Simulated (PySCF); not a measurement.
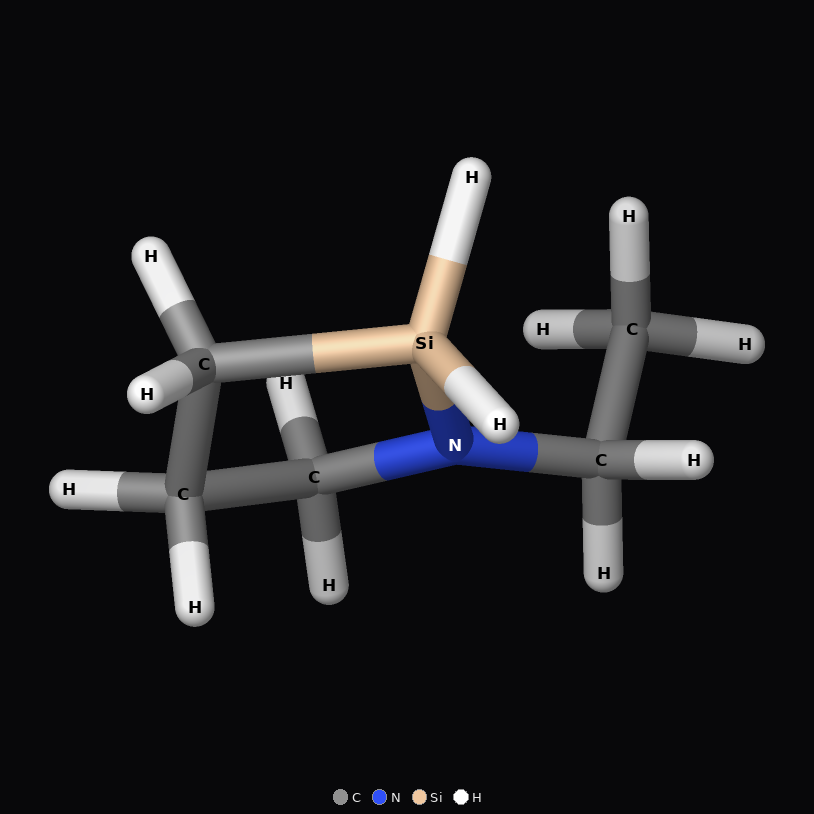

Rendered structure (stick style). Every bond is drawn as one stick, whatever its order.

The computed structure is the end point of a GFN2-xTB optimisation. No frequency run is at hand to confirm it as a minimum.

What is the molecular formula?

C₅H₁₃NSi, 20 atoms: 5 carbon, 13 hydrogen, 1 nitrogen and 1 silicon.

Give a SMILES string for it.

CCN1CCC[SiH2]1

Does it have rings?

Independent rings (smallest set): 1 of 5 members.

Name some functional groups or characteristic bonds that it holds.

Among them: Si–H bond, Si–N bond.

The parts below concern this one geometry. Atoms keep their numbers from picture to picture.

### Geometry

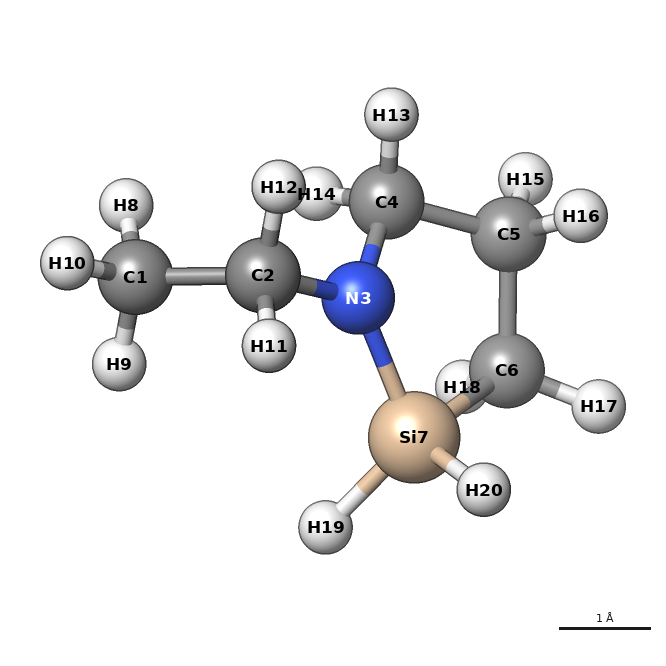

No frequency run is at hand to confirm it as a minimum.

Describe the coordination of atom 4.

C4 has 4 neighbours (N3 at 1.45, C5 at 1.53, H13 at 1.10, H14 at 1.10 Å); the arrangement is tetrahedral.

How are the neighbours of atom 5 arranged?

C5 has 4 neighbours (C4 at 1.53, C6 at 1.53, H15 at 1.09, H16 at 1.09 Å); the arrangement is tetrahedral.

Describe the coordination of atom 1.

C1 has 4 neighbours (C2 at 1.53, H8 at 1.09, H9 at 1.09, H10 at 1.09 Å); the arrangement is tetrahedral.

How are the neighbours of atom 6 arranged?

C6 has 4 neighbours (C5 at 1.53, Si7 at 1.90, H17 at 1.09, H18 at 1.09 Å); the arrangement is tetrahedral.

What is the dihedral angle N3–C4–C5–C6?

42° in size, that is gauche.

### Electronic properties

No frequency run is at hand to confirm it as a minimum. Method: PBE0/def2-SVPD, gas phase (PySCF 2.14.0). Excitations: vertical, linear response.

Computed properties:

- dipole moment: 0.72 D
- HOMO energy (Kohn–Sham orbital): −6.12 eV
- LUMO energy (Kohn–Sham orbital): 0.57 eV
- HOMO–LUMO gap: 6.69 eV
- mean static polarisability: 91.7 bohr³
- lowest vertical singlet excitation: 5.41 eV
- its oscillator strength: 0.005
- brightest of the 6 lowest singlets: 6.28 eV
- its oscillator strength: 0.03

### Charges

The questions are on ESP-fitted charges. No frequency run is at hand to confirm it as a minimum. Method: PBE0/pcSseg-1, gas phase (PySCF 2.14.0).

List the ESP-fitted charges.

```
atom  value (e)
  C1      −0.11
  C2       0.07
  N3      −0.39
  C4      −0.15
  C5       0.00
  C6      −0.32
 Si7       0.59
  H8       0.03
  H9       0.04
 H10       0.03
 H11       0.04
 H12       0.04
 H13       0.09
 H14       0.11
 H15       0.03
 H16       0.05
 H17       0.08
 H18       0.09
 H19      −0.15
 H20      −0.15
```

### NMR shielding

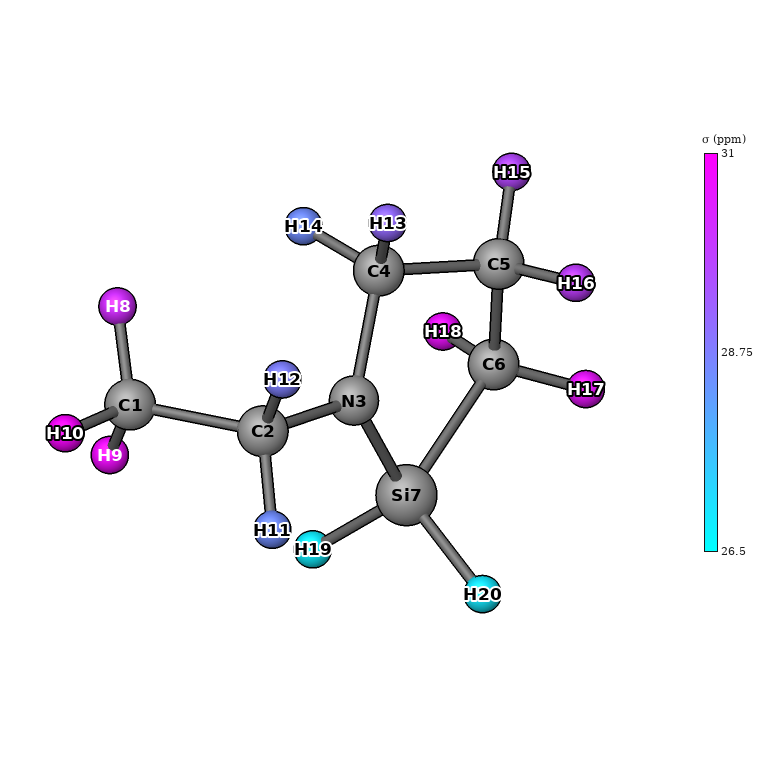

Atoms are coloured by their isotropic NMR shieldings (H only, the others grey). No frequency run is at hand to confirm it as a minimum. Method: GIAO PBE0/pcSseg-1 NMR shielding, non-relativistic, gas phase (PySCF 2.14.0).

Which H atom is the most shielded (lowest chemical shift)?

H10 (30.91 ppm).

Which H atom is the least shielded (highest chemical shift)?

H19 (26.81 ppm).

How wide is the range of H shifts?

4.10 ppm.

List the isotropic NMR shieldings of the H atoms.

```csv
atom,σ (ppm)
H8,30.19
H9,30.76
H10,30.91
H11,28.49
H12,28.74
H13,29.11
H14,28.49
H15,29.71
H16,29.89
H17,30.62
H18,30.69
H19,26.81
H20,26.89
```

### Ring current

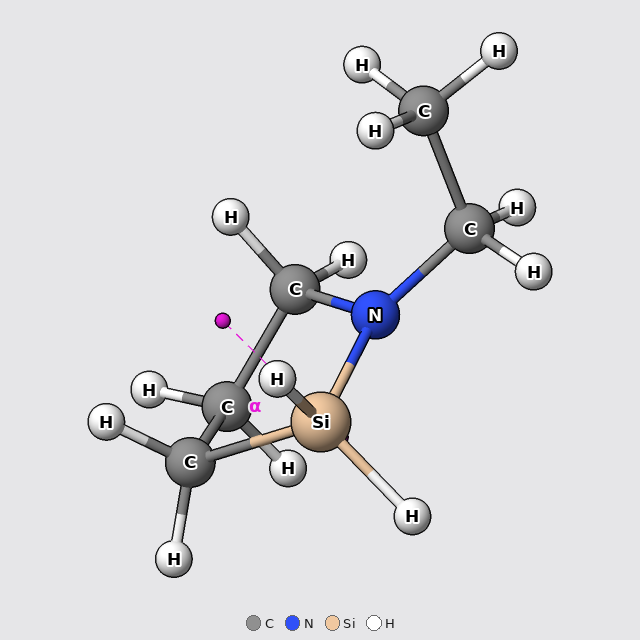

The small points mark where nucleus-independent chemical shifts (NICS) were computed: at the centre of each lettered ring and 1 Å above and below it. No frequency run is at hand to confirm it as a minimum. Level of theory: GIAO PBE0/pcSseg-1 NMR shielding, non-relativistic, gas phase (PySCF 2.14.0).

Give NICS(0), NICS(1) and the out-of-plane component NICS(1)zz for each ring (means of the two sides).

| ring | members | NICS(0) | NICS(1) | NICS(1)zz |
| --- | --- | --- | --- | --- |
| α | C3NSi | −6.6 | −3.5 | −2.2 |

Values in ppm.

What do the values say about the ring currents?

Ring α: weak, as in a non-aromatic ring. NICS is one index among several.

The geometry is semi-empirical. Around Si such bond lengths and angles can be off by a tenth of an ångström or more and by several degrees, and values that hang on the shape move with them.
